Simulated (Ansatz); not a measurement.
**Run report: BSiH4SF, single-point calculation**

System: BSiH4SF.
Method: RKS PBE0-D4/def2-TZVPP (Ansatz 0.2.0).

The geometry is the reactant side of a reaction. The reaction was set up to form Si2–H4 and to break B1–Si2 and S3–H4 (atoms counted from 1 in the order of the input); sticks are drawn by distance alone. The geometry comes from this level: PBE0-D4/def2-TZVP.

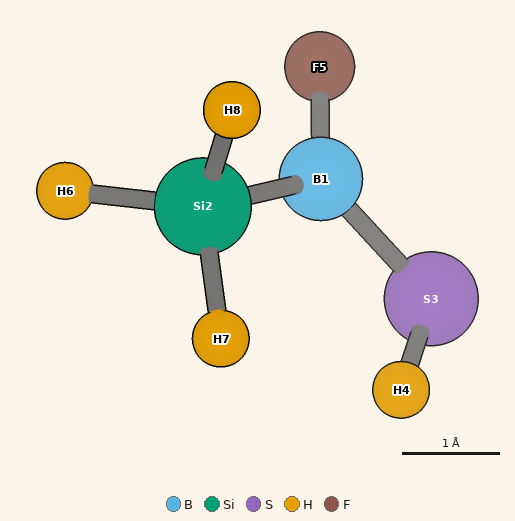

**Figure 1.** The structure (ball-and-stick view, seen at a tilt; atoms are numbered from 1 in the order of the input). Bond lengths as drawn: B–F 1.33 Å, B–S 1.80 Å, B–Si 2.03 Å, H–S 1.34 Å and H–Si 1.49 Å.

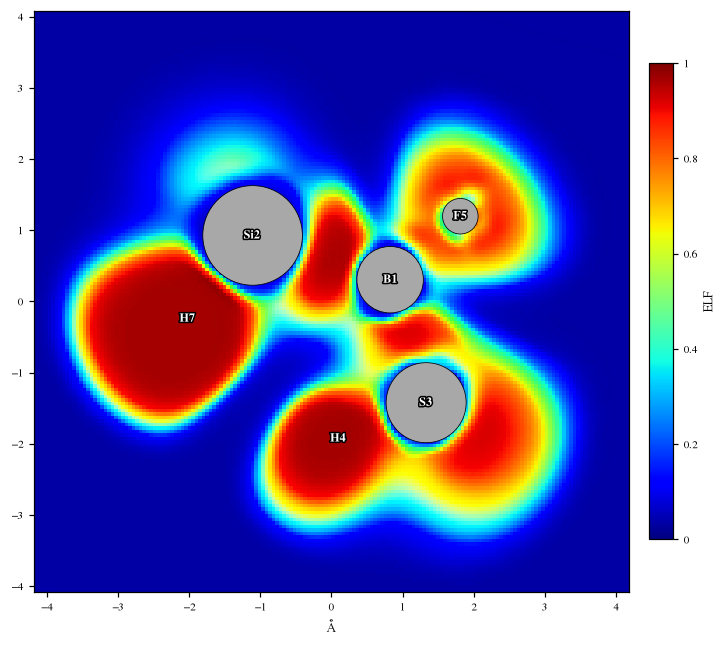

**Figure 2.** ELF on the plane of atoms Si2, B1 and S3. Grey discs, where drawn, cover atomic cores. Atoms in the plane: B, Si, S, H and F. Si–B (2.03 Å): the ELF peaks at about 1 between the atoms, as expected for localised, shared-pair bonding. S–H (1.34 Å): the ELF climbs to about 1 towards the hydrogen, as it does in any bond to H. Si–H (1.49 Å): the ELF climbs to about 1 towards the hydrogen.

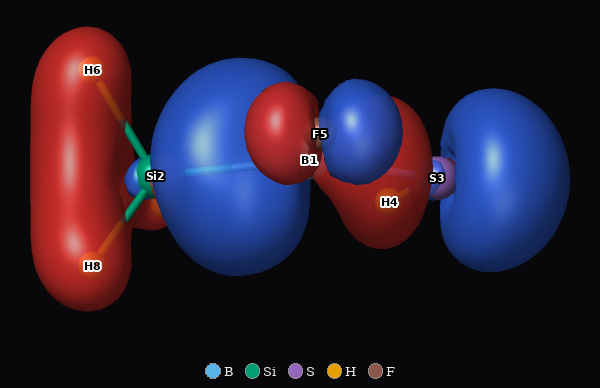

**Figure 3.** One frontier orbital at ±0.1 Å⁻³ᐟ² (red and blue are the two phases), seen from the side. The HOMO, at −8.27 eV. Its weight (Hirshfeld) is mainly on Si2 (30 %), S3 (25 %), B1 (25 %) and F5 (10 %).

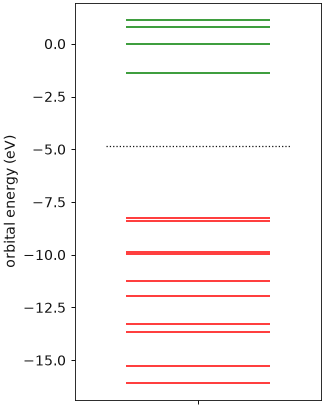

**Figure 4.** Orbital energies near the frontier; the dotted line parts filled from empty levels, and levels within 0.02 eV of each other stand side by side. Highest filled −8.27 eV, lowest empty −1.39 eV, 6.88 eV apart.

The input that produced these results follows, with the program's output.

## Input
```yaml
crystal:
  periodic: [false, false, false]
  atoms:
    - {symbol: B, position_ang: [-0.725965, 0.709851, 0.291366]}
    - {symbol: Si, position_ang: [0.633718, -0.794924, 0.366991]}
    - {symbol: S, position_ang: [-1.159585, 1.605910, -1.208499]}
    - {symbol: H, position_ang: [-0.329006, 0.926511, -2.013821]}
    - {symbol: F, position_ang: [-1.359523, 1.089886, 1.396346]}
    - {symbol: H, position_ang: [-0.008302, -2.047586, 0.850797]}
    - {symbol: H, position_ang: [1.208931, -1.044104, -0.983014]}
    - {symbol: H, position_ang: [1.739730, -0.445544, 1.299833]}
basis:
  gaussian: {orbitals: def2-TZVPP}
hamiltonian: {xc: pbe0, dispersion: d4}
output: {orbitals: {seedname: orbitals}}
```

Command:
```bash
ansatz run in.yaml --threads 4 --pin off --events-out ev --progress --plain --max-ram 9574MiB
```

## What the program printed
```
Functional definition: PBE0
  name "PBE0"
  cite "Adamo & Barone, J. Chem. Phys. 110, 6158 (1999) doi:10.1063/1.478522"
  cite "Perdew, Burke & Ernzerhof, Phys. Rev. Lett. 77, 3865 (1996) doi:10.1103/PhysRevLett.77.3865"
  parent pbe
  parameter a = 0.25
  parameter kappa = 0.804
  parameter beta = 0.06672455060314922
  exchange = (1 - a)*pbe_x(kappa = kappa, mu = beta*pi^2/3) + a*exact_x
  correlation = pbe_c(beta = beta)
1167 factors; their error is unknown
mean field evaluation 1: about -22162.9821 eV, gradient 2.9e1 eV
mean field evaluation 2: about -22162.1578 eV, gradient 4.0e1 eV
mean field evaluation 4: about -22164.5259 eV, gradient 1.3e0 eV
mean field evaluation 8: about -22164.5286 eV, gradient 2.5e-2 eV
mean field -22164.56517018 eV, -814.5327463221 hartree, gradient 7.0e-5 eV, S^2 0.000000; 0 other end points of the search recorded, 0 dependent functions left out
reference -22164.56520054 eV, -814.5327474381 hartree; 24, 24 occupied and 178, 178 virtual orbitals, 1167 factors
Total energy: -22164.70671546 eV, -814.5379480152 hartree
```

## Results in brief

```tsv
quantity	value
outcome	converged
total energy	−22164.7067 eV
mean-field energy	−22164.5652 eV
dispersion energy	−0.1415 eV
SCF solution under orbital rotations	stable
HOMO	−8.27 eV
LUMO	−1.39 eV
hardware	4 threads of Arm Neoverse V2, 23 GiB of memory available, shared host
wall time	1.4 s (CPU time 5.2 s)
peak memory	0.41 GiB
```
